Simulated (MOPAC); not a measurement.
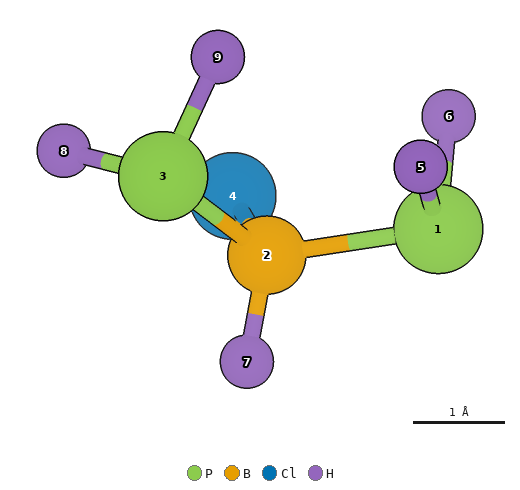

**Figure 1.** The starting structure (ball-and-stick view, seen at a tilt; atoms are numbered from 1 in the order of the input). Bond lengths as drawn: B–Cl 1.86 Å, B–H 1.19 Å, B–P 1.95 Å and H–P 1.45 Å.

# Geometry relaxation, with input and output: BP2H5Cl (charge −1) (part 1 of 2)

- system: BP2H5Cl, charge −1, SMILES P[BH-](P)Cl
- method: PM6, closed shell, COSMO solvent dichloromethane (MOPAC 23.2.5)

## The input (run.mop)
```
PM6 CYCLES=200 EPS=8.93 GNORM=1 CHARGE=-1 LBFGS THREADS=1 AUX(PRECISION=6) CHARGE=-1


P   0.96064 1  0.10500 1  0.10845 1
B   2.86576 1  0.13262 1 -0.30940 1
P   3.73465 1  1.67307 1  0.50863 1
Cl  3.65975 1 -1.44021 1  0.27977 1
H   0.90818 1  1.37969 1  0.80455 1
H   1.10387 1 -0.65787 1  1.33630 1
H   2.99543 1  0.20331 1 -1.49159 1
H   5.02261 1  1.02746 1  0.69826 1
H   3.27643 1  1.36773 1  1.85254 1
```

Machine: 1 thread of Arm Neoverse N1, 98 GiB of memory available, shared host.

Command:
```bash
obabel -:"P[BH-](P)Cl" --gen3d -omop -xk "PM6 CYCLES=200 EPS=8.93 GNORM=1 CHARGE=-1 LBFGS THREADS=1 AUX(PRECISION=6)" -O run.mop
mopac run.mop
```

## Log
```
MOPAC v23.2.5
PM6 CALCULATION RESULTS

 *  PM6        - The PM6 Hamiltonian to be used
 *
 *
 *
 *                 CHARGE ON SYSTEM = -1
 *
 *
 *
 *  EPS=8.93   - USE COSMO IMPLICIT SOLVATION MODEL
 *  LBFGS      - USE THE LBFGS GEOMETRY OPTIMIZER
 *  THREADS=1  - MULTI-THREADING NOT USED
 *  CYCLES=    - DO A MAXIMUM OF 200 STEPS
 *  GNORM      - EXIT WHEN GRADIENT NORM DROPS BELOW 1.000
 *  AUX        - OUTPUT AUXILIARY INFORMATION
PM6 CYCLES=200 EPS=8.93 GNORM=1 CHARGE=-1 LBFGS THREADS=1 AUX(PRECISION=6) CHARGE=-1

   ATOM   CHEMICAL          X               Y               Z
  NUMBER   SYMBOL      (ANGSTROMS)     (ANGSTROMS)     (ANGSTROMS)

     1       P          0.96064000  *   0.10500000  *   0.10845000  *
     2       B          2.86576000  *   0.13262000  *  -0.30940000  *
     3       P          3.73465000  *   1.67307000  *   0.50863000  *
     4      Cl          3.65975000  *  -1.44021000  *   0.27977000  *
     5       H          0.90818000  *   1.37969000  *   0.80455000  *
     6       H          1.10387000  *  -0.65787000  *   1.33630000  *
     7       H          2.99543000  *   0.20331000  *  -1.49159000  *
     8       H          5.02261000  *   1.02746000  *   0.69826000  *
     9       H          3.27643000  *   1.36773000  *   1.85254000  *

          CARTESIAN COORDINATES

    NO.       ATOM           X           Y           Z

     1         P          0.9606      0.1050      0.1085
     2         B          2.8658      0.1326     -0.3094
     3         P          3.7347      1.6731      0.5086
     4        Cl          3.6598     -1.4402      0.2798
     5         H          0.9082      1.3797      0.8045
     6         H          1.1039     -0.6579      1.3363
     7         H          2.9954      0.2033     -1.4916
     8         H          5.0226      1.0275      0.6983
     9         H          3.2764      1.3677      1.8525

           Empirical Formula: H5 P2 B Cl  =     9 atoms

      MOLECULAR POINT GROUP   :   C1

      RHF CALCULATION, NO. OF DOUBLY OCCUPIED LEVELS = 13

          Geometry optimization using L-BFGS
 CYCLE:     1 TIME:   0.020 TIME LEFT:  2.00D  GRAD.:   135.500 HEAT: -82.25606
 CYCLE:     2 TIME:   0.008 TIME LEFT:  2.00D  GRAD.:   134.305 HEAT: -82.44190
 CYCLE:     3 TIME:   0.012 TIME LEFT:  2.00D  GRAD.:    33.588 HEAT: -96.40389
 CYCLE:     4 TIME:   0.008 TIME LEFT:  2.00D  GRAD.:   134.196 HEAT: -82.44190
 CYCLE:     5 TIME:   0.008 TIME LEFT:  2.00D  GRAD.:   116.581 HEAT: -87.02594
 CYCLE:     6 TIME:   0.012 TIME LEFT:  2.00D  GRAD.:   377.920 HEAT: -64.85220
 CYCLE:     7 TIME:   0.008 TIME LEFT:  2.00D  GRAD.:    52.981 HEAT: -98.27751
 CYCLE:     8 TIME:   0.012 TIME LEFT:  2.00D  GRAD.:    34.391 HEAT: -99.38373
 CYCLE:     9 TIME:   0.008 TIME LEFT:  2.00D  GRAD.:    20.720 HEAT: -100.5273
 CYCLE:    10 TIME:   0.008 TIME LEFT:  2.00D  GRAD.:    22.422 HEAT: -101.2191
 CYCLE:    11 TIME:   0.012 TIME LEFT:  2.00D  GRAD.:    21.743 HEAT: -101.9129
 CYCLE:    12 TIME:   0.008 TIME LEFT:  2.00D  GRAD.:    33.270 HEAT: -102.2079
 CYCLE:    13 TIME:   0.012 TIME LEFT:  2.00D  GRAD.:    25.922 HEAT: -102.4004
 CYCLE:    14 TIME:   0.008 TIME LEFT:  2.00D  GRAD.:    25.450 HEAT: -102.4635
 CYCLE:    15 TIME:   0.008 TIME LEFT:  2.00D  GRAD.:    25.125 HEAT: -102.6020
 CYCLE:    16 TIME:   0.012 TIME LEFT:  2.00D  GRAD.:    26.407 HEAT: -102.7313
 CYCLE:    17 TIME:   0.008 TIME LEFT:  2.00D  GRAD.:    11.920 HEAT: -103.3895
 CYCLE:    18 TIME:   0.008 TIME LEFT:  2.00D  GRAD.:     3.837 HEAT: -103.4668
 CYCLE:    19 TIME:   0.012 TIME LEFT:  2.00D  GRAD.:     2.830 HEAT: -103.4759
 CYCLE:    20 TIME:   0.008 TIME LEFT:  2.00D  GRAD.:     3.835 HEAT: -103.4940
 CYCLE:    21 TIME:   0.008 TIME LEFT:  2.00D  GRAD.:     4.554 HEAT: -103.3986
 CYCLE:    22 TIME:   0.012 TIME LEFT:  2.00D  GRAD.:     9.177 HEAT: -103.4317
 CYCLE:    23 TIME:   0.008 TIME LEFT:  2.00D  GRAD.:     2.425 HEAT: -103.4629
 CYCLE:    24 TIME:   0.008 TIME LEFT:  2.00D  GRAD.:     1.330 HEAT: -103.4720
 CYCLE:    25 TIME:   0.012 TIME LEFT:  2.00D  GRAD.:     1.707 HEAT: -103.4689
 CYCLE:    26 TIME:   0.008 TIME LEFT:  2.00D  GRAD.:     1.911 HEAT: -103.4727
 CYCLE:    27 TIME:   0.008 TIME LEFT:  2.00D  GRAD.:     4.422 HEAT: -103.4673
 CYCLE:    28 TIME:   0.012 TIME LEFT:  2.00D  GRAD.:     1.328 HEAT: -103.4765
 CYCLE:    29 TIME:   0.008 TIME LEFT:  2.00D  GRAD.:     1.169 HEAT: -103.4782
 CYCLE:    30 TIME:   0.012 TIME LEFT:  2.00D  GRAD.:     1.594 HEAT: -103.4739
 CYCLE:    31 TIME:   0.008 TIME LEFT:  2.00D  GRAD.:     1.726 HEAT: -103.4736
 CYCLE:    32 TIME:   0.008 TIME LEFT:  2.00D  GRAD.:     2.955 HEAT: -103.5039
 CYCLE:    33 TIME:   0.012 TIME LEFT:  2.00D  GRAD.:     1.264 HEAT: -103.5271
 CYCLE:    34 TIME:   0.008 TIME LEFT:  2.00D  GRAD.:     1.526 HEAT: -103.5290
 CYCLE:    35 TIME:   0.012 TIME LEFT:  2.00D  GRAD.:     2.492 HEAT: -103.5576
 CYCLE:    36 TIME:   0.008 TIME LEFT:  2.00D  GRAD.:     3.252 HEAT: -103.5424
 CYCLE:    37 TIME:   0.008 TIME LEFT:  2.00D  GRAD.:     3.673 HEAT: -103.5187
 CYCLE:    38 TIME:   0.012 TIME LEFT:  2.00D  GRAD.:     4.115 HEAT: -103.5046
 CYCLE:    39 TIME:   0.008 TIME LEFT:  2.00D  GRAD.:     4.835 HEAT: -103.4935
 CYCLE:    40 TIME:   0.008 TIME LEFT:  2.00D  GRAD.:     5.841 HEAT: -103.4732
 CYCLE:    41 TIME:   0.012 TIME LEFT:  2.00D  GRAD.:     7.285 HEAT: -103.4777
 CYCLE:    42 TIME:   0.008 TIME LEFT:  2.00D  GRAD.:     8.704 HEAT: -103.4821
 CYCLE:    43 TIME:   0.012 TIME LEFT:  2.00D  GRAD.:     4.881 HEAT: -103.5418
 CYCLE:    44 TIME:   0.008 TIME LEFT:  2.00D  GRAD.:    11.806 HEAT: -103.4028
 CYCLE:    45 TIME:   0.012 TIME LEFT:  2.00D  GRAD.:    11.418 HEAT: -103.5131
 CYCLE:    46 TIME:   0.008 TIME LEFT:  2.00D  GRAD.:     8.714 HEAT: -103.4976
 CYCLE:    47 TIME:   0.012 TIME LEFT:  2.00D  GRAD.:    10.546 HEAT: -103.4534
 CYCLE:    48 TIME:   0.008 TIME LEFT:  2.00D  GRAD.:    93.245 HEAT: -100.3631
 CYCLE:    49 TIME:   0.012 TIME LEFT:  2.00D  GRAD.:    62.824 HEAT: -101.8627
 CYCLE:    50 TIME:   0.008 TIME LEFT:  2.00D  GRAD.:    56.956 HEAT: -102.0621
 CYCLE:    51 TIME:   0.012 TIME LEFT:  2.00D  GRAD.:   199.962 HEAT: -90.67692
 CYCLE:    52 TIME:   0.008 TIME LEFT:  2.00D  GRAD.:   225.919 HEAT: -86.71416
 CYCLE:    53 TIME:   0.012 TIME LEFT:  2.00D  GRAD.:   162.082 HEAT: -91.60586
 CYCLE:    54 TIME:   0.008 TIME LEFT:  2.00D  GRAD.:   142.161 HEAT: -90.61747
 CYCLE:    55 TIME:   0.012 TIME LEFT:  2.00D  GRAD.:   129.920 HEAT: -96.06719
 CYCLE:    56 TIME:   0.012 TIME LEFT:  2.00D  GRAD.:   258.762 HEAT: -80.76025
 CYCLE:    57 TIME:   0.008 TIME LEFT:  2.00D  GRAD.:   136.602 HEAT: -91.22157
 CYCLE:    58 TIME:   0.012 TIME LEFT:  2.00D  GRAD.:   127.450 HEAT: -96.81573
 CYCLE:    59 TIME:   0.012 TIME LEFT:  2.00D  GRAD.:   279.307 HEAT: -45.64878
 CYCLE:    60 TIME:   0.008 TIME LEFT:  2.00D  GRAD.:   116.520 HEAT: -95.26591
 CYCLE:    61 TIME:   0.012 TIME LEFT:  2.00D  GRAD.:   905.225 HEAT:  132.4137
 CYCLE:    62 TIME:   0.008 TIME LEFT:  2.00D  GRAD.:   786.367 HEAT:  87.81929
 CYCLE:    63 TIME:   0.012 TIME LEFT:  2.00D  GRAD.:   768.437 HEAT:  105.3223
 CYCLE:    64 TIME:   0.012 TIME LEFT:  2.00D  GRAD.:   691.737 HEAT:  144.7477
 CYCLE:    65 TIME:   0.012 TIME LEFT:  2.00D  GRAD.:   363.233 HEAT:  119.8640

           HEAT OF FORMATION IS ESSENTIALLY STATIONARY

          CURRENT BEST VALUE OF HEAT OF FORMATION =   -103.557598

 PM6 CYCLES=200 EPS=8.93 GNORM=1 CHARGE=-1 LBFGS THREADS=1 AUX(PRECISION=6) CHARGE=-1

  P     0.82352210 +1   0.05503265 +1   0.17912649 +1
  B     2.87592030 +1   0.11333157 +1  -0.33065661 +1
  P     3.94550901 +1   1.65616318 +1   0.63146118 +1
 Cl     3.66750022 +1  -1.58408472 +1   0.00831013 +1
  H     0.61017912 +1   1.38548427 +1   0.71927299 +1
  H     0.84748044 +1  -0.72245470 +1   1.40502785 +1
  H     2.97764424 +1   0.27027650 +1  -1.51660981 +1
  H     5.26543783 +1   1.06155720 +1   0.72120608 +1
  H     3.51412674 +1   1.55549405 +1   2.01237783 +1

 -------------------------------------------------------------------------------
 PM6 CYCLES=200 EPS=8.93 GNORM=1 CHARGE=-1 LBFGS THREADS=1 AUX(PRECISION=6) CHARGE=-1

     HERBERTS TEST WAS SATISFIED IN BFGS
     SCF FIELD WAS ACHIEVED

                              PM6 CALCULATION

          FINAL HEAT OF FORMATION =       -103.55760 KCAL/MOL =    -433.28499 KJ/MOL
          VAN DER WAALS AREA      =        137.44 SQUARE ANGSTROMS

          DIELECTRIC ENERGY       =         -2.38037 EV
          COSMO AREA              =        137.44 SQUARE ANGSTROMS
          COSMO VOLUME            =        130.44 CUBIC ANGSTROMS

          GRADIENT NORM           =          2.49194          =       0.83065 PER ATOM
          IONIZATION POTENTIAL    =          8.149228 EV
          HOMO LUMO ENERGIES (EV) =         -8.149  1.255
          NO. OF FILLED LEVELS    =         13
          MOLECULAR WEIGHT        =        113.2500         POINT GROUP:  C1

          MOLECULAR DIMENSIONS (Angstroms)

            Atom       Atom       Distance
            H     8    H     6     4.81338
            H     5   Cl     4     3.92523
            H     7    H     9     3.49146

          SCF CALCULATIONS        =         68

          WALL-CLOCK TIME         =      0.656 SECONDS
          COMPUTATION TIME        =      0.658 SECONDS

       FINAL  POINT  AND  DERIVATIVES

   PARAMETER     ATOM    TYPE            VALUE        GRADIENT
      1          1  P    CARTESIAN X     0.823522     -0.647962  KCAL/ANGSTROM
      2          1  P    CARTESIAN Y     0.055033     -0.342345  KCAL/ANGSTROM
      3          1  P    CARTESIAN Z     0.179126     -0.503784  KCAL/ANGSTROM
      4          2  B    CARTESIAN X     2.875920     -0.496329  KCAL/ANGSTROM
      5          2  B    CARTESIAN Y     0.113332      0.037553  KCAL/ANGSTROM
      6          2  B    CARTESIAN Z    -0.330657      0.714852  KCAL/ANGSTROM
      7          3  P    CARTESIAN X     3.945509      1.507404  KCAL/ANGSTROM
      8          3  P    CARTESIAN Y     1.656163     -0.089361  KCAL/ANGSTROM
      9          3  P    CARTESIAN Z     0.631461      0.277855  KCAL/ANGSTROM
     10          4 Cl    CARTESIAN X     3.667500      0.098153  KCAL/ANGSTROM
     11          4 Cl    CARTESIAN Y    -1.584085      0.432687  KCAL/ANGSTROM
     12          4 Cl    CARTESIAN Z     0.008310      0.309068  KCAL/ANGSTROM
     13          5  H    CARTESIAN X     0.610179     -0.134822  KCAL/ANGSTROM
     14          5  H    CARTESIAN Y     1.385484     -0.401584  KCAL/ANGSTROM
     15          5  H    CARTESIAN Z     0.719273      0.204555  KCAL/ANGSTROM
     16          6  H    CARTESIAN X     0.847480      0.147357  KCAL/ANGSTROM
     17          6  H    CARTESIAN Y    -0.722455     -0.052541  KCAL/ANGSTROM
     18          6  H    CARTESIAN Z     1.405028      0.074934  KCAL/ANGSTROM
     19          7  H    CARTESIAN X     2.977644      0.117519  KCAL/ANGSTROM
     20          7  H    CARTESIAN Y     0.270277     -0.086493  KCAL/ANGSTROM
     21          7  H    CARTESIAN Z    -1.516610     -0.624325  KCAL/ANGSTROM
     22          8  H    CARTESIAN X     5.265438     -0.784559  KCAL/ANGSTROM
     23          8  H    CARTESIAN Y     1.061557      0.268925  KCAL/ANGSTROM
     24          8  H    CARTESIAN Z     0.721206      0.255921  KCAL/ANGSTROM
     25          9  H    CARTESIAN X     3.514127      0.193239  KCAL/ANGSTROM
     26          9  H    CARTESIAN Y     1.555494      0.233159  KCAL/ANGSTROM
     27          9  H    CARTESIAN Z     2.012378     -0.709075  KCAL/ANGSTROM

   ATOM   CHEMICAL          X               Y               Z
  NUMBER   SYMBOL      (ANGSTROMS)     (ANGSTROMS)     (ANGSTROMS)

     1       P          0.82352210  *   0.05503265  *   0.17912649  *
     2       B          2.87592030  *   0.11333157  *  -0.33065661  *
     3       P          3.94550901  *   1.65616318  *   0.63146118  *
     4      Cl          3.66750022  *  -1.58408472  *   0.00831013  *
     5       H          0.61017912  *   1.38548427  *   0.71927299  *
     6       H          0.84748044  *  -0.72245470  *   1.40502785  *
     7       H          2.97764424  *   0.27027650  *  -1.51660981  *
     8       H          5.26543783  *   1.06155720  *   0.72120608  *
     9       H          3.51412674  *   1.55549405  *   2.01237783  *

                             CARTESIAN COORDINATES

   1    P        0.823522101     0.055032649     0.179126495
   2    B        2.875920300     0.113331571    -0.330656609
   3    P        3.945509015     1.656163179     0.631461184
   4   Cl        3.667500221    -1.584084724     0.008310132
   5    H        0.610179117     1.385484269     0.719272990
   6    H        0.847480436    -0.722454698     1.405027846
   7    H        2.977644240     0.270276503    -1.516609814
   8    H        5.265437831     1.061557203     0.721206082
   9    H        3.514126739     1.555494048     2.012377832

           Empirical Formula: H5 P2 B Cl  =     9 atoms

      MOLECULAR POINT GROUP   :   C1

                  EIGENVALUES
 -25.45492 -20.15566 -19.41327 -16.72471 -13.70292 -13.44638 -11.98547 -11.54975
 -11.23281 -10.11777  -9.26267  -9.06341  -8.14923   1.25536   2.66895   3.52533
   5.16282   5.20803   5.41562   5.52761   6.03931  93.33034  93.39095  93.41454
  93.60383  93.61528 135.61970 135.72981 136.44712 137.91258 138.05932 139.24694
 139.46415 141.70039 141.91014 142.12624

              NET ATOMIC CHARGES AND DIPOLE CONTRIBUTIONS

  ATOM NO.   TYPE          CHARGE      No. of ELECS.   s-Pop       p-Pop       d-Pop
    1          P          -0.184956        5.1850     1.63616     3.53567     0.01312
    2          B          -0.538289        3.5383     1.13189     2.40640
    3          P          -0.180956        5.1810     1.63192     3.53573     0.01330
    4         Cl          -0.387559        7.3876     1.99163     5.39272     0.00320
    5          H           0.048849        0.9512     0.95115
    6          H           0.051162        0.9488     0.94884
    7          H           0.094283        0.9057     0.90572
    8          H           0.051303        0.9487     0.94870
    9          H           0.046164        0.9538     0.95384
 DIPOLE           X         Y         Z       TOTAL
 POINT-CHG.    -0.984     2.114     1.651     2.857
 HYBRID         1.291    -1.260     2.463     3.053
 SUM            0.307     0.853     4.114     4.213

          ATOMIC ORBITAL ELECTRON POPULATIONS

     Atom    s        px        py        pz      x^2-y^2     xz        z^2       yz        xy
    1  P   1.63616   1.19916   1.06065   1.27586   0.00383   0.00199   0.00233   0.00323   0.00173
    2  B   1.13189   0.79214   0.64900   0.96526
    3  P   1.63192   1.02950   1.38744   1.11878   0.00262   0.00155   0.00460   0.00159   0.00293
    4 Cl   1.99163   1.88313   1.52877   1.98082   0.00096   0.00020   0.00040   0.00078   0.00087
    5  H   0.95115
    6  H   0.94884
    7  H   0.90572
    8  H   0.94870
    9  H   0.95384

 *                    *
 * JOB ENDED NORMALLY *
 *                    *

 TOTAL JOB TIME:             0.66 SECONDS

 == MOPAC DONE ==
```

## Trajectory as extended XYZ (Å, eV, eV/Å), 24 of the 65 frames kept, from step=0 to step=64
```
9
Properties=species:S:1:pos:R:3:forces:R:3 step=0 energy=-3.56696
P     0.9606    0.1050    0.1085   -3.2220  -0.1312   1.1382
B     2.8658    0.1326   -0.3094    1.0807  -1.4432  -2.3828
P     3.7346    1.6731    0.5086    2.0118   1.9337   1.7228
Cl    3.6597   -1.4402    0.2798    0.4777  -0.9407   0.0181
H     0.9082    1.3797    0.8045   -0.5478   0.2827  -0.1881
H     1.1039   -0.6579    1.3363   -0.4295  -0.4130   0.0492
H     2.9954    0.2033   -1.4916    0.2457  -0.2538  -0.5425
H     5.0226    1.0275    0.6983    0.4329   0.3913  -0.1844
H     3.2764    1.3677    1.8525   -0.0495   0.5742   0.3695
9
Properties=species:S:1:pos:R:3:forces:R:3 step=3 energy=-3.57502
P     0.9599    0.1050    0.1087   -3.1911  -0.1307   1.1268
B     2.8660    0.1323   -0.3100    1.0623  -1.4190  -2.3544
P     3.7351    1.6735    0.5090    1.9922   1.9132   1.7059
Cl    3.6599   -1.4404    0.2798    0.4788  -0.9428   0.0185
H     0.9081    1.3798    0.8045   -0.5483   0.2836  -0.1866
H     1.1038   -0.6580    1.3363   -0.4304  -0.4138   0.0522
H     2.9955    0.2033   -1.4917    0.2470  -0.2540  -0.5515
H     5.0227    1.0275    0.6982    0.4383   0.3898  -0.1821
H     3.2764    1.3679    1.8526   -0.0489   0.5738   0.3713
9
Properties=species:S:1:pos:R:3:forces:R:3 step=6 energy=-4.26172
P     0.8085    0.0967    0.1784    0.6322   0.0275   0.0097
B     2.8726    0.1214   -0.3635    0.1335  -0.3176  -1.1861
P     3.8380    1.7348    0.5997   -0.0829  -0.4279  -0.1066
Cl    3.7117   -1.5433    0.2632   -0.3317   0.5574  -0.4637
H     0.8254    1.4186    0.7879   -0.3927  -0.0432  -0.0060
H     1.0350   -0.7169    1.3610   -0.3325  -0.0616   0.0744
H     3.0341    0.1622   -1.6013   -0.1100  -0.2018   1.3819
H     5.1220    1.0708    0.6929    0.2488   0.1784   0.1368
H     3.2801    1.4466    1.9113    0.2354   0.2887   0.1597
9
Properties=species:S:1:pos:R:3:forces:R:3 step=8 energy=-4.35928
P     0.8389    0.0960    0.1738    0.0594   0.0017   0.0463
B     2.8749    0.1112   -0.3861    0.0868  -0.1836   0.4327
P     3.8344    1.7140    0.5902    0.0485  -0.1515  -0.0037
Cl    3.6977   -1.5218    0.2416   -0.1300   0.1402  -0.3384
H     0.8054    1.4157    0.7884   -0.2907  -0.0593  -0.0410
H     1.0179   -0.7189    1.3644   -0.2471  -0.0420   0.0172
H     3.0322    0.1527   -1.5614    0.0509  -0.0788  -0.2473
H     5.1325    1.0806    0.6997    0.2118   0.1421   0.1002
H     3.2934    1.4613    1.9189    0.2105   0.2312   0.0340
9
Properties=species:S:1:pos:R:3:forces:R:3 step=11 energy=-4.43215
P     0.8350    0.0896    0.1878    0.1655  -0.3100  -0.2034
B     2.8943    0.0703   -0.3700   -0.2613   0.6748   0.1982
P     3.8725    1.6954    0.6011    0.4876  -0.3015  -0.5085
Cl    3.6806   -1.5374    0.1395    0.2246  -0.5934   0.0923
H     0.7016    1.4053    0.7752   -0.0490   0.1013   0.0719
H     0.9259   -0.7408    1.3791   -0.1110   0.0766  -0.0363
H     3.0321    0.1347   -1.5601   -0.0784   0.1250   0.0432
H     5.2198    1.1291    0.7360   -0.3749   0.2062   0.0100
H     3.3657    1.5448    1.9409   -0.0032   0.0210   0.3327
```
